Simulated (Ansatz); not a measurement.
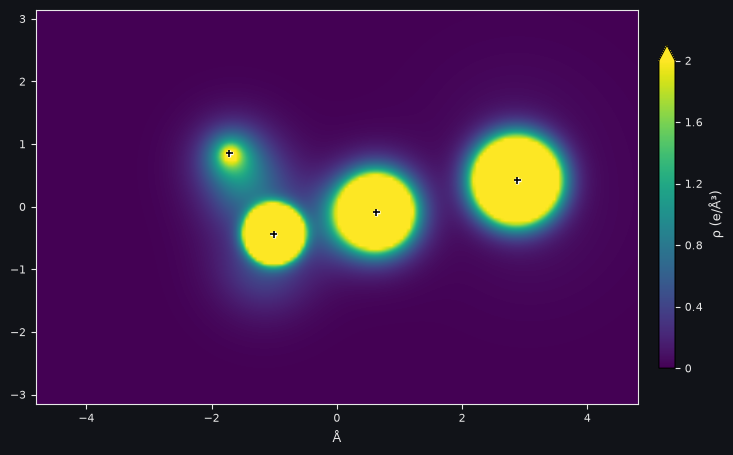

The total electron density on a plane through atoms (crosses mark nuclei in the plane).

All numbers below come from isolated molecule in a Gaussian basis; Kohn-Sham density functional theory, functional PBE0 in Ansatz.

Candidates:
A. CH$_{7}$ClSn$_{2}$
B. C$_{6}$H$_{9}$FO
C. CaFH$_{3}$Si

> Which system is this?

Candidate C: CaFH$_{3}$Si on the plane of atoms F2, Si3 and H5, which holds Ca, F, Si and H. Si–F (1.67 Å): ρ at the midpoint is about 0.95 e/Å³. Ca–F (2.32 Å): ρ is about 0.21 e/Å³ halfway.
